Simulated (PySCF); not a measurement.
C4H5F3S

The calculation's input:

```
{"job": {"kind": "nmr", "xc": "PBE0", "basis": "pcSseg-1", "pop": false}, "charge": 0, "multiplicity": 1}
C     -1.964300    -0.098300     0.242600
C     -0.539900     0.104100     0.672200
S      0.126600     1.787300     0.701700
C      0.509900     0.378500    -0.347700
C      1.870600    -0.252100    -0.203400
F      2.249000    -0.418300     1.066600
F      1.886300    -1.476100    -0.768800
F      2.830600     0.453700    -0.813300
H     -2.218700     0.572000    -0.574800
H     -2.104000    -1.127200    -0.085400
H     -2.637500     0.095100     1.074100
H     -0.232600    -0.486700     1.530000
H      0.219700     0.468600    -1.390300
```

Command:

```sh
OMP_NUM_THREADS=1 python probes_run.py task.json out
```

Geometry: GFN2-xTB, NEB image 0 of 0 to 8.

The calculation used PySCF, PBE0/pcSseg-1, SCF density, gas phase, non-relativistic.

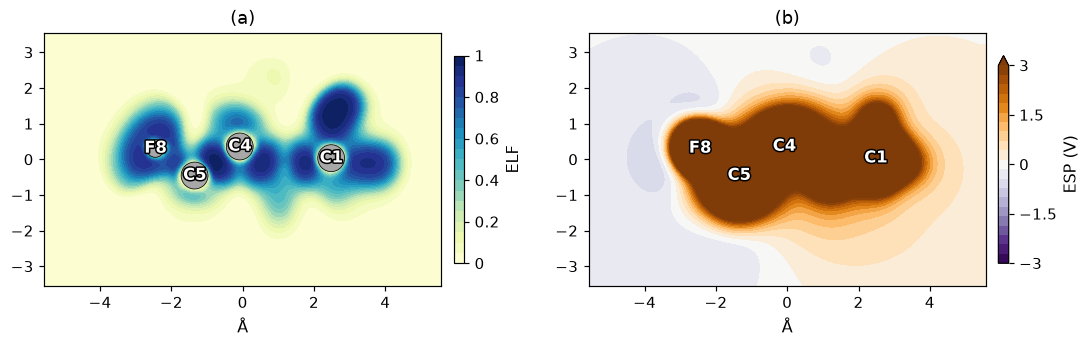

Figure 1. (a) ELF; (b) electrostatic potential on the plane of atoms C4, C5 and F8. Grey discs cover the atomic cores in the ELF map.

What do the fields say about this system?

Answer. The plane passes through C and F nuclei. C–F (1.34 Å): the ELF peaks at about 0.85 between the atoms, as expected for a polar covalent bond. C–C (1.51 Å): the ELF peaks at about 1 between the atoms; a shared electron pair. The ELF also peaks beside F8, away from the bonds: lone-pair regions. Outside the dense part of the molecule the potential is most negative (−0.6 V) near F8.

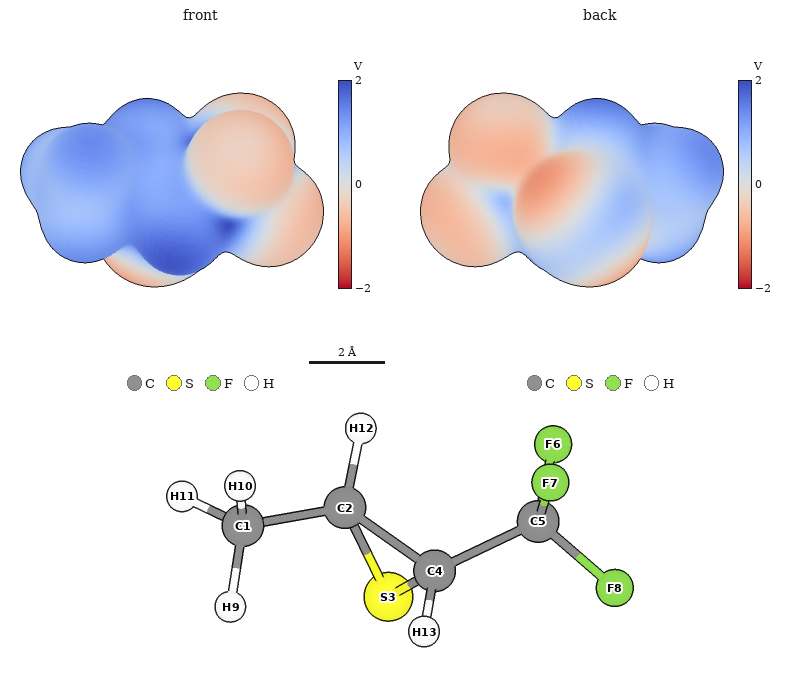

Figure 2. The molecular electrostatic potential painted on the density surface at 0.004 e/bohr³, seen from the front and from behind; the colour scale runs from red (negative) to blue (positive). The bare structure is drawn below in the same view.

Where is the surface potential most negative and most positive?

Answer. The most negative region (about −1.0 V, or −23 kcal/mol for a unit charge) lies over S3, the most positive (about +1.9 V, or +44 kcal/mol for a unit charge) over C5 and H13.

What dipole moment does the calculation give?

Answer. Its dipole moment is 2.80 D.
